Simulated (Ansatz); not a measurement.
**YbPd (Pm-3m): from the cell to its phonons**

How does YbPd (Pm-3m) vibrate, and is this structure a minimum?

Program: Ansatz 0.2.0. Level of theory: DFT PBEsol, scalar-relativistic, plane waves, PAW. Results are calculated unless marked as measured.

### 1. The starting structure

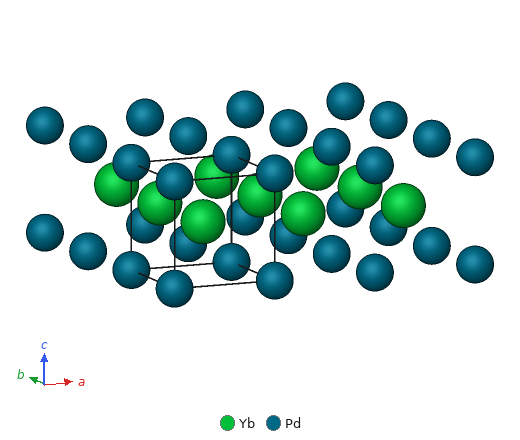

Start, viewed slightly off an axis; ytterbium green, palladium blue. 3×3×1 cells are drawn. Some periodic images of atoms are drawn too.

### 2. Relaxation

The cell and atoms are relaxed, since residual forces and stress would shift the frequencies.

Contents of input.yaml:

```yaml
crystal:
  lattice:
    - [3.447, 0.0, 0.0]
    - [0.0, 3.447, 0.0]
    - [0.0, 0.0, 3.447]
  atoms:
    - { symbol: Yb, position: [0.5, 0.5, 0.5] }
    - { symbol: Pd, position: [0.0, 0.0, 0.0] }
kpoints:
  mp_grid: { grid: [12, 12, 12] }
hamiltonian:
  xc: pbesol
scf:
  occupations: { method: gaussian, width: 0.1 }
output:
  forces: true
  stress: true
  eigenvalues: true
relax:
  adjacent_minimum: "off"
  f_tol: 0.005
  max_steps: 80
  cell: { stress_tol: 0.05 }
```

Command:

```console
ansatz run input.yaml --threads 8 --pin off --max-ram 14336MiB --backend cpu --events-out ev --progress --plain --runs-dir out
```

Numbers of over 12 decimals in the logs are rounded to 6 here.

Log:

```text
Engine: ansatz 0.2.0, aarch64-unknown-linux-gnu
Pseudopotentials: kind: paw
Pseudopotential: Yb, paw, valence charge 24, recommended cutoff 420 eV (normal), Yb.paw.azcp
Pseudopotential: Pd, paw, valence charge 18, recommended cutoff 420 eV (normal), Pd.paw.azcp
Functional definition: PBEsol
  exchange = pbesol_x
  correlation = pbesol_c
Crystal: 2 atoms, lattice volume = 40.957 Å³
Basis set: ecut = 420 eV, 799 PW (Γ), exchange–correlation on 48×48×48 points (8 copies of the dense FFT grid, shifted against one another)
Bands: 26, of which v1, the nominal top of the filled ones, is band 21 counted from 1 (20 counted from 0)
Symmetry: 48 space group operations
Space group: Pm-3m (ITA 221), of the structure as read, at distance tolerance 3.4e-5 Å
k-points: 84 of 1728
Non-local potential: Yb, projectors of the file, l = 0: 3, l = 1: 2, l = 2: 2, l = 3: 3
Non-local potential: Pd, projectors of the file, l = 0: 2, l = 1: 2, l = 2: 2, l = 3: 1
PAW form: soft (Blöchl's): semilocal exchange-correlation on the pseudo side does not see the compensation charge
PAW frozen core: Yb, regenerated for the run's functional, and the local potential with it (the file was generated under x = pbe(κ = 0.804, μ = 0.219515), c = pbe(β = 0.066725))
PAW frozen core: Pd, regenerated for the run's functional, and the local potential with it (the file was generated under x = pbe(κ = 0.804, μ = 0.219515), c = pbe(β = 0.066725))
PAW one-centre angular grid: Yb, 590 points (default); XC on 64 Gauss nodes
PAW one-centre angular grid: Pd, 590 points (default); XC on 64 Gauss nodes
Initial density: superposition of atomic densities (neutral atoms: chi_scale 0, normalization atom), corrected by the library's trained network
Initial wavefunctions: pseudopotential atomic-orbital guess
Functional: x = pbesol(κ = 0.804, μ = 0.123457), c = pbesol(β = 0.046)
SCF iter   1: F=—  HF=-20584.683580 eV  |F-HF|=—  |Δ(HF+E_count)|=         —  Δρ=2.90e-2  dr2=4.21e-1  ethr=1.77e-3  ⟨swp⟩=5.8  Hψ=9877  notcnv=0
preconditioner: auto → Kerker (q_TF=auto, 2.740 Å⁻¹)  [metal: Δε(μ)=0.009 eV  Ē_g=9.304 eV  σ=0.100 eV  W_gap=0.05  n_scr=18 (ndim 8)  ℏωp=32.8 eV  f_vac=0.000  D(μ)=2.98/eV (n_scr^D=26)]
SCF iter   2: F=—  HF=-20584.656642 eV  |F-HF|=—  |Δ(HF+E_count)|=   2.69e-2  Δρ=1.17e-2  dr2=7.59e-2  ethr=1.00e-3  ⟨swp⟩=1.8  Hψ=3303  notcnv=0  defer=1
SCF iter   3: F=—  HF=-20584.648994 eV  |F-HF|=—  |Δ(HF+E_count)|=   7.65e-3  Δρ=2.88e-3  dr2=5.54e-3  ethr=1.81e-4  ⟨swp⟩=1.6  Hψ=2421  notcnv=0  defer=8
SCF iter   4: F=—  HF=-20584.648544 eV  |F-HF|=—  |Δ(HF+E_count)|=   4.51e-4  Δρ=5.62e-4  dr2=2.03e-4  ethr=1.32e-5  ⟨swp⟩=2.2  Hψ=3144  notcnv=0  defer=8
SCF iter   5: F=—  HF=-20584.648551 eV  |F-HF|=—  |Δ(HF+E_count)|=   7.15e-6  Δρ=1.90e-4  dr2=2.61e-5  ethr=4.84e-7  ⟨swp⟩=2.4  Hψ=3745  notcnv=0  defer=8
SCF iter   6: F=—  HF=-20584.648569 eV  |F-HF|=—  |Δ(HF+E_count)|=   1.82e-5  Δρ=4.45e-5  dr2=6.86e-7  ethr=6.21e-8  ⟨swp⟩=2.1  Hψ=3526  notcnv=0  defer=8
SCF iter   7: F=—  HF=-20584.648569 eV  |F-HF|=—  |Δ(HF+E_count)|=   4.09e-7  Δρ=2.30e-5  dr2=2.04e-7  ethr=2.38e-10  ⟨swp⟩=10.1  Hψ=12949  notcnv=0
SCF iter   8: F=—  HF=-20584.648568 eV  |F-HF|=—  |Δ(HF+E_count)|=   1.25e-7  Δρ=5.54e-6  dr2=7.42e-9  ethr=2.38e-10  ⟨swp⟩=6.5  Hψ=10779  notcnv=0
SCF iter   9: F=-20584.648568 eV  HF=-20584.648568 eV  |F-HF|=1.52e-8  |Δ(HF+E_count)|=   5.14e-9  Δρ=2.27e-6  dr2=2.58e-9  ethr=1.77e-11  ⟨swp⟩=4.5  Hψ=7855  notcnv=0
SCF 1 converged in 9 iterations: F = -20584.648568 eV  dr2 = 2.58e-9
  greatest PAW one-centre occupation: 0.999 electrons in one spin orbital (limit 2), on the Pd atom at site 1 (counted from 0), in its partial waves of l = 0
relax step   1: F+E_penalty+E_count = -20584.64856838 eV  Δ(F+E_penalty+E_count) = +0.000e0 eV  max|allowed force component| = 3.090e-29 eV/Å  Δτ_max = 0.0000 Å  P = -1.314 GPa  Ω = 40.957 Å³  (9 SCF iters, dr2 threshold 1.00e-7 eV, accepted)
Crystal: 2 atoms, lattice volume = 39.790 Å³
Basis set: ecut = 420 eV, 751 PW (Γ), exchange–correlation on 48×48×48 points (8 copies of the dense FFT grid, shifted against one another)
Initial density: handed on by an earlier stage of this run
Initial wavefunctions: those handed on with the density
iter 1 solved again at ethr=5.93e-5 eV; its pass at ethr=3.10e-3 eV (dr2=2.49e-2 eV) is discarded
SCF iter   1: F=—  HF=-20584.654725 eV  |F-HF|=—  |Δ(HF+E_count)|=         —  Δρ=6.44e-3  dr2=2.29e-2  ethr=5.93e-5  ⟨swp⟩=1.9  Hψ=12138  notcnv=0
preconditioner: auto → Kerker (q_TF=auto, 2.753 Å⁻¹)  [metal: Δε(μ)=0.013 eV  Ē_g=9.349 eV  σ=0.100 eV  W_gap=0.07  n_scr=18 (ndim 8)  ℏωp=33.3 eV  f_vac=0.000  D(μ)=4.98/eV (n_scr^D=80)]
SCF iter   2: F=—  HF=-20584.650989 eV  |F-HF|=—  |Δ(HF+E_count)|=   3.74e-3  Δρ=3.00e-3  dr2=5.43e-3  ethr=5.45e-5  ⟨swp⟩=1.5  Hψ=2471  notcnv=0
SCF iter   3: F=—  HF=-20584.650074 eV  |F-HF|=—  |Δ(HF+E_count)|=   9.15e-4  Δρ=7.44e-4  dr2=1.44e-4  ethr=1.29e-5  ⟨swp⟩=2.1  Hψ=2868  notcnv=0
SCF iter   4: F=—  HF=-20584.650085 eV  |F-HF|=—  |Δ(HF+E_count)|=   1.11e-5  Δρ=3.40e-4  dr2=5.79e-5  ethr=3.43e-7  ⟨swp⟩=2.0  Hψ=3942  notcnv=0
SCF iter   5: F=—  HF=-20584.650077 eV  |F-HF|=—  |Δ(HF+E_count)|=   8.07e-6  Δρ=6.42e-5  dr2=1.19e-6  ethr=1.38e-7  ⟨swp⟩=2.0  Hψ=3016  notcnv=0
SCF iter   6: F=—  HF=-20584.650077 eV  |F-HF|=—  |Δ(HF+E_count)|=   5.17e-7  Δρ=2.44e-5  dr2=2.32e-7  ethr=4.76e-10  ⟨swp⟩=8.0  Hψ=12766  notcnv=0
SCF iter   7: F=-20584.650077 eV  HF=-20584.650077 eV  |F-HF|=4.08e-8  |Δ(HF+E_count)|=   9.37e-8  Δρ=1.05e-5  dr2=3.43e-8  ethr=4.76e-10  ⟨swp⟩=5.1  Hψ=9081  notcnv=0
SCF 2 converged in 7 iterations: F = -20584.650077 eV  dr2 = 3.43e-8
relax step   2: F+E_penalty+E_count = -20584.65007663 eV  Δ(F+E_penalty+E_count) = -1.508e-3 eV  max|allowed force component| = 8.480e-30 eV/Å  Δτ_max = 0.0000 Å  P = +1.049 GPa  Ω = 39.790 Å³  energy of the carried Pulay correction = +3.064e-4 eV  (7 SCF iters, dr2 threshold 2.00e-7 eV, accepted)
Crystal: 2 atoms, lattice volume = 40.300 Å³
iter 1 solved again at ethr=8.97e-6 eV; its pass at ethr=3.10e-3 eV (dr2=3.77e-3 eV) is discarded
SCF iter   1: F=—  HF=-20584.652426 eV  |F-HF|=—  |Δ(HF+E_count)|=         —  Δρ=2.81e-3  dr2=4.40e-3  ethr=8.97e-6  ⟨swp⟩=2.0  Hψ=10905  notcnv=0
preconditioner: auto → Kerker (q_TF=auto, 2.747 Å⁻¹)  [metal: Δε(μ)=0.012 eV  Ē_g=9.362 eV  σ=0.100 eV  W_gap=0.07  n_scr=18 (ndim 8)  ℏωp=33.1 eV  f_vac=0.000  D(μ)=5.04/eV (n_scr^D=80)]
SCF iter   2: F=—  HF=-20584.651698 eV  |F-HF|=—  |Δ(HF+E_count)|=   7.27e-4  Δρ=1.34e-3  dr2=1.08e-3  ethr=8.97e-6  ⟨swp⟩=1.2  Hψ=2201  notcnv=0
SCF iter   3: F=—  HF=-20584.651521 eV  |F-HF|=—  |Δ(HF+E_count)|=   1.77e-4  Δρ=3.52e-4  dr2=2.87e-5  ethr=2.57e-6  ⟨swp⟩=2.0  Hψ=2738  notcnv=0
SCF iter   4: F=—  HF=-20584.651544 eV  |F-HF|=—  |Δ(HF+E_count)|=   2.27e-5  Δρ=2.24e-4  dr2=2.42e-5  ethr=6.83e-8  ⟨swp⟩=2.3  Hψ=3993  notcnv=0
SCF iter   5: F=—  HF=-20584.651540 eV  |F-HF|=—  |Δ(HF+E_count)|=   4.28e-6  Δρ=2.04e-5  dr2=2.57e-7  ethr=5.75e-8  ⟨swp⟩=2.0  Hψ=2935  notcnv=0
SCF iter   6: F=-20584.651539 eV  HF=-20584.651540 eV  |F-HF|=1.41e-7  |Δ(HF+E_count)|=   1.18e-7  Δρ=1.17e-5  dr2=8.83e-8  ethr=4.76e-10  ⟨swp⟩=7.3  Hψ=12023  notcnv=0
SCF 3 converged in 6 iterations: F = -20584.651539 eV  dr2 = 8.83e-8
relax step   3: F+E_penalty+E_count = -20584.65153947 eV  Δ(F+E_penalty+E_count) = -1.463e-3 eV  max|allowed force component| = 8.020e-30 eV/Å  Δτ_max = 0.0000 Å  P = -0.032 GPa  Ω = 40.300 Å³  energy of the carried Pulay correction = +1.715e-4 eV  (6 SCF iters, dr2 threshold 2.00e-7 eV, accepted)
Initial wavefunctions: pseudopotential atomic-orbital guess (no wavefunctions were taken with the density)
iter 1 solved again at ethr=6.17e-8 eV; its pass at ethr=3.10e-3 eV (dr2=2.59e-5 eV) is discarded
SCF iter   1: F=—  HF=-20584.651346 eV  |F-HF|=—  |Δ(HF+E_count)|=         —  Δρ=2.36e-5  dr2=1.24e-7  ethr=6.17e-8  ⟨swp⟩=4.5  Hψ=17652  notcnv=0
preconditioner: auto → Kerker (q_TF=auto, 2.747 Å⁻¹)  [metal: Δε(μ)=0.020 eV  Ē_g=9.346 eV  σ=0.100 eV  W_gap=0.11  n_scr=18 (ndim 8)  ℏωp=33.1 eV  f_vac=0.000  D(μ)=5.05/eV (n_scr^D=80)]
SCF iter   2: F=—  HF=-20584.651372 eV  |F-HF|=—  |Δ(HF+E_count)|=   2.63e-5  Δρ=1.46e-5  dr2=6.48e-8  ethr=2.94e-10  ⟨swp⟩=2.6  Hψ=4171  notcnv=0
SCF iter   3: F=—  HF=-20584.651372 eV  |F-HF|=—  |Δ(HF+E_count)|=   1.05e-8  Δρ=2.80e-6  dr2=3.84e-9  ethr=1.54e-10  ⟨swp⟩=2.0  Hψ=2805  notcnv=0
SCF iter   4: F=—  HF=-20584.651372 eV  |F-HF|=—  |Δ(HF+E_count)|=   2.10e-9  Δρ=1.47e-6  dr2=5.93e-10  ethr=9.14e-12  ⟨swp⟩=2.0  Hψ=3920  notcnv=0
SCF iter   5: F=—  HF=-20584.651372 eV  |F-HF|=—  |Δ(HF+E_count)|=  2.15e-10  Δρ=4.53e-7  dr2=1.16e-10  ethr=1.41e-12  ⟨swp⟩=2.0  Hψ=3911  notcnv=0
SCF iter   6: F=—  HF=-20584.651372 eV  |F-HF|=—  |Δ(HF+E_count)|=  1.09e-11  Δρ=1.74e-7  dr2=2.08e-11  ethr=1.00e-12  ⟨swp⟩=1.0  Hψ=2192  notcnv=0
SCF iter   7: F=-20584.651372 eV  HF=-20584.651372 eV  |F-HF|=0.00e0  |Δ(HF+E_count)|=  7.28e-12  Δρ=3.12e-8  dr2=3.10e-13  ethr=1.00e-12  ⟨swp⟩=6.8  Hψ=11958  notcnv=0
SCF 4 converged in 7 iterations: F = -20584.651372 eV  dr2 = 3.10e-13
relax step   4: F+E_penalty+E_count = -20584.65137206 eV  Δ(F+E_penalty+E_count) = +1.674e-4 eV  max|allowed force component| = 3.287e-30 eV/Å  Δτ_max = 0.0000 Å  P = -0.031 GPa  Ω = 40.300 Å³  stress off target by 3.05e-2 GPa  SCF on the basis re-selected at this cell (its energy is not comparable with the rows above)  (7 SCF iters)
basis re-selected at this cell: Δ(F+E_penalty+E_count) = +1.674e-4 eV, ΔP = +0.001 GPa vs the last step (what re-selecting the basis moved, of the pressure what is left beyond the Pulay correction that the steps carried, after the strain that the cell walked since its last selection, with what the two solves' SCF thresholds leave and, on support functions, any second-order correction that the steps lacked; it is no m [...]
SCF converged after 7 iterations
Free energy (F): -20584.651372 eV
Harris-Foulkes:  -20584.651372 eV  (|F-HF|=0.00e0)
Internal energy: -20584.626114 eV  (E = F + TS)
E sigma→0 (E₀):  -20584.638743 eV
Entropy (-TS):   -0.025258 eV (-12.629 meV/atom)
Fermi energy:    16.879530 eV
--- Per-component energies (eV) ---
  E_band       = -41.408137
  E_kinetic    = 878.340773
  E_local      = -7262.737709  (includes V_loc(G=0)·N_el)
  E_nonlocal   = 762.228875
  E_hartree    = 3103.590972
  E_xc         = -333.578853
  E_vxc        = -418.960404  (∫ρ·V_xc dr)
  E_paw        = -10916.347741  (= ΣΔE_a)
  E_vpaw       = -207.461838  (= ΣTr[D̂ρ^β])
  E_aug_tail   = 0.000178  (compensation charges beyond the density's cutoff)
  E_ewald      = -6817.554326
  E_core_change = 1.431718  (= ΣΔE_core)
  E_smearing   = -0.025258  (= −TS)
  E_closure    = 0.000000  (closes the sum)
  Σ components = -20584.651372   (vs F -20584.651372, Δ=0.00e0)
--- Forces (eV/Å), atoms counted from 1 ---
  atom   1  Yb     0.00000000    -0.00000000     0.00000000
  atom   2  Pd    -0.00000000    -0.00000000     0.00000000
  max |Σ_I F_I| component: 6.57e-30 eV/Å
--- Stress (GPa, compression-positive) ---
       -0.030514       0.000000      -0.000000
        0.000000      -0.030514       0.000000
       -0.000000       0.000000      -0.030514
  P = ⅓ Tr σ = -0.0305 GPa (-0.305 kbar)
--- Band table (eV; the first three rows and the last of 84) ---
  k-point 0: bands = [... 17 lower, 16.6429, 16.6429, 16.6429, 16.6823, 19.6631, 19.6631, 24.3472, 24.3472, ... 1 higher]
  k-point 1: bands = [... 17 lower, 16.6342, 16.6505, 16.6505, 16.6901, 19.5927, 19.6569, 23.4149, 23.4149, ... 1 higher]
  k-point 2: bands = [... 17 lower, 16.6419, 16.6725, 16.6725, 16.7117, 19.3962, 19.5212, 22.3929, 22.3929, ... 1 higher]
  k-point 83: bands = [... 17 lower, 16.6316, 16.6316, 16.6316, 16.7036, 16.7036, 16.7036, 21.7255, 25.6235, ... 1 higher]
--- Relaxed structure (3 steps of the walk, 3 accepted, 1 SCFs on fresh bases) ---
  F+E_penalty+E_count = -20584.65137206 eV   max|allowed force component| = 3.287e-30 eV/Å   (the final SCF, on the basis selected at the relaxed cell)
  cell:  # Å, volume = 40.2997 Å³
    - [3.428472, 0, 0]
    - [0, 3.428472, 0]
    - [0, 0, 3.428472]
  atoms:
    - { symbol: Yb, position: [0.5, 0.5, 0.5] }
    - { symbol: Pd, position: [0, 0, 0] }
```

It took 3.1 s on 8 threads of Arm Neoverse V2, shared host; peak memory 0.45 GiB; 19 s of CPU time.

Step by step:

| step | energy less that of the first step (eV) | largest force component (eV/Å) | pressure (GPa) | volume (Å³) |
| --- | --- | --- | --- | --- |
| 1 | 0.0000 | 0.0000 | -1.31 | 40.96 |
| 2 | -0.0015 | 0.0000 | 1.05 | 39.79 |
| 3 | -0.0030 | 0.0000 | -0.03 | 40.30 |
| 4* | -0.0028 | 0.0000 | -0.03 | 40.30 |

Relaxation steps marked * repeat the geometry before them on a plane-wave basis chosen anew for their cell, so energy and pressure can jump there.

The run keeps the 48 symmetry operations that it works with, so distortions that break them were not tested.

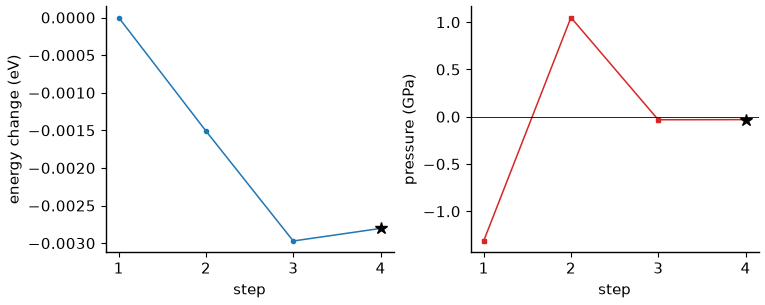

Energy and pressure along the relaxation. Stars mark steps on a basis chosen anew.

| conventional cell, symmetrised | before | after | change |
| --- | --- | --- | --- |
| a (Å) | 3.447 | 3.428 | -0.5 % |
| b (Å) | 3.447 | 3.428 | -0.5 % |
| c (Å) | 3.447 | 3.428 | -0.5 % |
| volume (Å³/atom) | 20.48 | 20.15 | -1.6 % |

The relaxed structure:

```xyz
2
Lattice="3.4285 0.0000 0.0000 0.0000 3.4285 0.0000 0.0000 0.0000 3.4285" Properties=species:S:1:pos:R:3 pbc="T T T"
Yb    1.7142    1.7142    1.7142
Pd    0.0000    0.0000    0.0000
```

This step gave:

```
pressure          : -0.03051 GPa
volume per atom   : 20.15 Å³
gap on the k-mesh : 0 eV
```

In this step the volume went from 20.48 to 20.15 Å³/atom.

### 3. Tight relaxation

Phonons need a cell at rest on their own settings, so the relaxation is repeated with tight tolerances on forces and stress on the k mesh and occupations of the first response run.

input.yaml, the sections that differ from step 2:

```yaml
crystal:
  lattice:
    - [3.4284722004, 0.0, 0.0]
    - [0.0, 3.4284722004, 0.0]
    - [0.0, 0.0, 3.4284722004]
  atoms:
    - { symbol: Yb, position: [0.5, 0.5, 0.5] }
    - { symbol: Pd, position: [0.0, 0.0, 0.0] }
scf:
  occupations: { method: methfessel_paxton, width: 0.2 }
relax:
  adjacent_minimum: "off"
  f_tol: 0.001
  max_steps: 60
  cell: { stress_tol: 0.01 }
# kpoints, hamiltonian, output: as in step 2
```

Log:

```text
[...]
Crystal: 2 atoms, lattice volume = 40.300 Å³
Basis set: ecut = 420 eV, 751 PW (Γ), exchange–correlation on 48×48×48 points (8 copies of the dense FFT grid, shifted against one another)
Bands: 26, of which v1, the nominal top of the filled ones, is band 21 counted from 1 (20 counted from 0)
Symmetry: 48 space group operations
[...]
k-points: 84 of 1728
[...]
k-point 83: bands = [... 17 lower, 16.7250, 16.7250, 16.7250, 16.7947, 16.7947, 16.7947, 21.8151, 25.7288, ... 1 higher]
--- Relaxed structure (3 steps of the walk, 3 accepted, 1 SCFs on fresh bases) ---
[...]
cell:  # Å, volume = 40.1558 Å³
    - [3.424386, 0, 0]
    - [0, 3.424386, 0]
    - [0, 0, 3.424386]
  atoms:
    - { symbol: Yb, position: [0.5, 0.5, 0.5] }
    - { symbol: Pd, position: [0, 0, 0] }
[key lines of the parts left out:]
SCF converged after 8 iterations
Free energy (F): -20584.583801 eV
Fermi energy:    16.952084 eV
P = ⅓ Tr σ = -0.0010 GPa (-0.010 kbar)
```

Wall time 3.2 s (8 threads); peak memory 0.44 GiB.

Relaxation path:

| step | energy less that of the first step (eV) | largest force component (eV/Å) | pressure (GPa) | volume (Å³) |
| --- | --- | --- | --- | --- |
| 1 | 0.0000 | 0.0000 | -0.30 | 40.30 |
| 2 | -0.0001 | 0.0000 | 0.24 | 40.04 |
| 3 | -0.0002 | 0.0000 | 0.00 | 40.16 |
| 4* | -0.0001 | 0.0000 | 0.00 | 40.16 |

Relaxation steps marked * repeat the geometry before them on a plane-wave basis chosen anew for their cell, so energy and pressure can jump there.

Forces are held to the 48 operations that the run works with; a distortion that breaks them can't arise in this run.

| conventional cell, symmetrised | before | after | change |
| --- | --- | --- | --- |
| a (Å) | 3.428 | 3.424 | -0.1 % |
| b (Å) | 3.428 | 3.424 | -0.1 % |
| c (Å) | 3.428 | 3.424 | -0.1 % |
| volume (Å³/atom) | 20.15 | 20.08 | -0.4 % |

Final coordinates:

```xyz
2
Lattice="3.4244 0.0000 0.0000 0.0000 3.4244 0.0000 0.0000 0.0000 3.4244" Properties=species:S:1:pos:R:3 pbc="T T T"
Yb    1.7122    1.7122    1.7122
Pd    0.0000    0.0000    0.0000
```

This step gave:

```
pressure        : -0.001032 GPa
volume per atom : 20.08 Å³
```

The forces vanish by symmetry and the pressure is -0.001 GPa, within the tolerances set. The cell now holds 20.08 Å³/atom.

(Part 1 of 2 ends here.)

[Logs are printed without paths, hosts, clocks, repeated set-up lines and the standing remarks that a program may print on its own settings, such as how far it seeks lower states.]

[Hosts, paths, dates, database ids (printed as entryN), source tags and the programs' standing remarks are cut or masked in the printed files.]
